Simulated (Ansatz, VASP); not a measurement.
**Ge (Germanium): VASP beside Ansatz**

Aim: how closely do two programs agree when they are given the same cell, functional and k mesh?

Method: plane waves, with VASP 6.6.1 beside it; band structure at HSE06, in Ansatz 0.2.0.

## (1) The structure

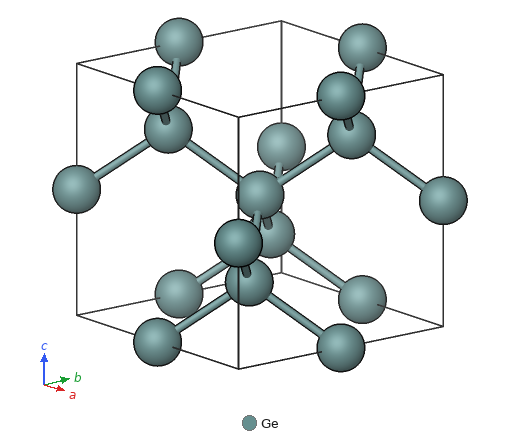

Start, viewed from a free direction; germanium teal. This picture shows the conventional cell, with its axes. Some periodic images of atoms are drawn too.

## (2) VASP: band structure, HSE06

The same path points are solved in both programs, so levels can be compared one by one.

Lines of VASP's logs that name or quote its potential files are left out, and so is its time.

INCAR

```
SYSTEM = Ge
PREC = Accurate
ENCUT = 410
EDIFF = 1E-06
NELM = 100
ISMEAR = 0
SIGMA = 0.02
LREAL = .FALSE.
ALGO = Normal
LHFCALC = .TRUE.
AEXX = 0.25
GGA = PE
HFSCREEN = 0.2
LASPH = .TRUE.
NBANDS = 20
PRECFOCK = Fast
LORBIT = 11
LWAVE = .FALSE.
LCHARG = .FALSE.
KPAR = 4
```

POSCAR

```
Ge
1.0
    0.0000000000      2.8289100000      2.8289100000
    2.8289100000      0.0000000000      2.8289100000
    2.8289100000      2.8289100000      0.0000000000
Ge
2
Direct
    0.0000000000      0.0000000000      0.0000000000
    0.2500000000      0.2500000000      0.2500000000
```

KPOINTS

```
Automatic mesh
0
Gamma
4 4 4
0 0 0
```

KPOINTS_OPT

```
Line mode
6
Line-mode
Reciprocal
  0.00000000   0.00000000   0.00000000 GAMMA
  0.50000000   0.00000000   0.50000000 X

  0.50000000   0.00000000   0.50000000 X
  0.50000000   0.25000000   0.75000000 W

  0.50000000   0.25000000   0.75000000 W
  0.37500000   0.37500000   0.75000000 K

  0.37500000   0.37500000   0.75000000 K
  0.00000000   0.00000000   0.00000000 GAMMA

  0.00000000   0.00000000   0.00000000 GAMMA
  0.50000000   0.50000000   0.50000000 L

  0.50000000   0.50000000   0.50000000 L
  0.62500000   0.25000000   0.62500000 U

  0.62500000   0.25000000   0.62500000 U
  0.50000000   0.25000000   0.75000000 W

  0.50000000   0.25000000   0.75000000 W
  0.50000000   0.50000000   0.50000000 L

  0.50000000   0.50000000   0.50000000 L
  0.37500000   0.37500000   0.75000000 K

  0.62500000   0.25000000   0.62500000 U
  0.50000000   0.00000000   0.50000000 X
```

PAW data sets: Ge_d (PBE family, release 64).

On the command line:

```console
mpirun -np 4 vasp_std
```

Numbers of over 12 decimals in the logs are rounded to 6 here.

What it wrote:

```text
[banner, memory and clock lines left out]
running    4 mpi-ranks, on    1 nodes
 distrk:  each k-point on    1 cores,    4 groups
 distr:  one band on    1 cores,    1 groups

 POSCAR found type information on POSCAR Ge
 POSCAR found :  1 types and       2 ions
 LDA part: xc-table for (Slater+PW92), standard interpolation
 found WAVECAR, reading the header
 POSCAR, INCAR and KPOINTS ok, starting setup
 FFT: planning ... GRIDC
 FFT: planning ... GRID_SOFT
 FFT: planning ... GRID
 reading WAVECAR
 the WAVECAR file was read successfully
 initial charge from wavefunction
 entering main loop
       N       E                     dE             d eps       ncg     rms          rms(c)
DAV:   1    -0.104911641714E+02   -0.10491E+02   -0.92967E-01   420   0.180E+01    0.948E-01
DAV:   2    -0.104879116234E+02    0.32525E-02   -0.45767E-02   384   0.301E+00    0.682E-01
DAV:   3    -0.104857320769E+02    0.21795E-02   -0.68316E-03   432   0.148E+00    0.461E-01
DAV:   4    -0.104854434342E+02    0.28864E-03   -0.77798E-04   376   0.456E-01    0.285E-01
DAV:   5    -0.104853492637E+02    0.94171E-04   -0.57936E-05   388   0.120E-01    0.172E-01
DAV:   6    -0.104853112989E+02    0.37965E-04   -0.10177E-05   376   0.416E-02    0.102E-01
DAV:   7    -0.104852955636E+02    0.15735E-04   -0.30531E-06   284   0.173E-02    0.606E-02
DAV:   8    -0.104852885695E+02    0.69941E-05   -0.12491E-06   256   0.957E-03    0.356E-02
DAV:   9    -0.104852853531E+02    0.32164E-05   -0.46741E-07   184   0.499E-03    0.210E-02
DAV:  10    -0.104852841333E+02    0.12198E-05   -0.17936E-07   172   0.339E-03    0.122E-02
DAV:  11    -0.104852832515E+02    0.88173E-06   -0.76374E-08   172   0.223E-03
   1 F= -.10485283E+02 E0= -.10485283E+02  d E =-.310979E-32
 Start KPOINTS_OPT (optional k-point list driver)
k-point batch [1-8\60]
       N       E                     dE             ncg
DAV:   1    -0.206906812054E+04   -0.65538E+04      352
DAV:   2    -0.354092191068E+04   -0.14719E+04      320
DAV:   3    -0.374775186025E+04   -0.20683E+03      352
DAV:   4    -0.375657813095E+04   -0.88263E+01      364
DAV:   5    -0.375672741040E+04   -0.14928E+00      384
DAV:   6    -0.375673070038E+04   -0.32900E-02      380
DAV:   7    -0.375673082751E+04   -0.12713E-03      392
DAV:   8    -0.375673083355E+04   -0.60416E-05      352
DAV:   9    -0.375673083382E+04   -0.26239E-06      248
[...]
k-point batch [57-60\60]
       N       E                     dE             ncg
DAV:   1     0.253102400208E+04   -0.49337E+04      172
DAV:   2     0.179824662693E+04   -0.73278E+03      160
DAV:   3     0.170068174375E+04   -0.97565E+02      180
DAV:   4     0.169699235116E+04   -0.36894E+01      188
DAV:   5     0.169692628795E+04   -0.66063E-01      188
DAV:   6     0.169692473205E+04   -0.15559E-02      188
DAV:   7     0.169692467295E+04   -0.59105E-04      204
DAV:   8     0.169692467118E+04   -0.17648E-05      172
DAV:   9     0.169692467111E+04   -0.72602E-07      124
```

From OUTCAR (step 2):

```text
ion  position               nearest neighbor table
   1  0.000  0.000  0.000-   2 2.45   2 2.45   2 2.45   2 2.45
   2  0.250  0.250  0.250-   1 2.45   1 2.45   1 2.45   1 2.45

  LATTYP: Found a face centered cubic cell.
 ALAT       =     5.6578200000

 Subroutine GETGRP returns: Found 48 space group operations
 (whereof 24 operations were pure point group operations)

The static configuration has the point symmetry T_d .
 The point group associated with its full space group is O_h .

 Found      8 irreducible k-points:

   k-points           NKPTS =      8   k-points in BZ     NKDIM =     64   number of bands    NBANDS=     20

   dimension x,y,z NGX =    28 NGY =   28 NGZ =   28
   dimension x,y,z NGXF=    56 NGYF=   56 NGZF=   56

   ENCUT  =  410.0 eV  30.13 Ry    5.49 a.u.   6.61  6.61  6.61*2*pi/ulx,y,z

   NELECT =      28.0000    total number of electrons

 k-points in reciprocal lattice and weights: Automatic mesh
   0.00000000  0.00000000  0.00000000       0.016
   0.25000000  0.00000000  0.00000000       0.125
   0.50000000  0.00000000  0.00000000       0.062
   0.25000000  0.25000000  0.00000000       0.094
   0.50000000  0.25000000  0.00000000       0.375
  -0.25000000  0.25000000  0.00000000       0.188
   0.50000000  0.50000000  0.00000000       0.047
  -0.25000000  0.50000000  0.25000000       0.094

  exchange ACFDT corr.  =         0.00000000  see jH, gK, PRB 81, 115126

 average (electrostatic) potential at core
       1 -67.2452       2 -67.2452

 E-fermi :   4.8325

 k-point     1 :       0.0000    0.0000    0.0000
  band No.  band energies     occupation
    ...
     10     -22.9833      2.00000
     11      -9.3522      2.00000
     12       4.6684      2.00000
     13       4.6684      2.00000
     14       4.6684      2.00000
     15       5.6524      0.00000
     16       7.9355      0.00000
     17       7.9355      0.00000
     18       7.9355      0.00000
     19      11.9664      0.00000
    ...

 k-point     2 :       0.2500    0.0000    0.0000
  band No.  band energies     occupation
    ...
     10     -22.9658      2.00000
     11      -8.5283      2.00000
     12      -0.3334      2.00000
     13       3.7326      2.00000
     14       3.7326      2.00000
     15       6.0952      0.00000
     16       9.0799      0.00000
     17       9.0799      0.00000
     18      11.2994      0.00000
     19      13.5831      0.00000
    ...

 k-point     3 :       0.5000    0.0000    0.0000
  band No.  band energies     occupation
    ...
     10     -22.9602      2.00000
     11      -7.0215      2.00000
     12      -3.6008      2.00000
     13       3.1497      2.00000
     14       3.1497      2.00000
     15       5.5675      0.00000
     16       9.1709      0.00000
     17       9.1709      0.00000
     18      12.6515      0.00000
     19      16.3340      0.00000
    ...

  energy-cutoff  :      410.00
  volume of cell :       45.28
      direct lattice vectors                 reciprocal lattice vectors
     0.000000000  2.828910000  2.828910000    -0.176746521  0.176746521  0.176746521
     2.828910000  0.000000000  2.828910000     0.176746521 -0.176746521  0.176746521
     2.828910000  2.828910000  0.000000000     0.176746521  0.176746521 -0.176746521

 POSITION                                       TOTAL-FORCE (eV/Angst)
 -----------------------------------------------------------------------------------
      0.00000      0.00000      0.00000        -0.000000      0.000000     -0.000000
      1.41446      1.41446      1.41446         0.000000     -0.000000      0.000000
 -----------------------------------------------------------------------------------
    total drift:                                0.000001      0.000000      0.000001

  FREE ENERGIE OF THE ION-ELECTRON SYSTEM (eV)
  ---------------------------------------------------
  free  energy   TOTEN  =       -10.4852832515 eV

  energy  without entropy=      -10.4852832515  energy(sigma->0) =      -10.48528325

 total charge
# of ion       s       p       d       tot
------------------------------------------
    1        1.093   1.320  10.028  12.441
    2        1.093   1.320  10.028  12.441
--------------------------------------------------
tot          2.186   2.640  20.055  24.881

[... 3 further parts left out ...]
```

(Part 1 of 2 ends here.)

[Lines on the potential files, build, host, timing and source positions are cut from VASP's logs without a mark.]

[Logs are printed without paths, hosts, clocks, repeated set-up lines and the standing remarks that a program may print on its own settings, such as how far it seeks lower states.]

[Hosts, paths, dates, database ids (printed as entryN), source tags and the programs' standing remarks are cut or masked in the printed files.]
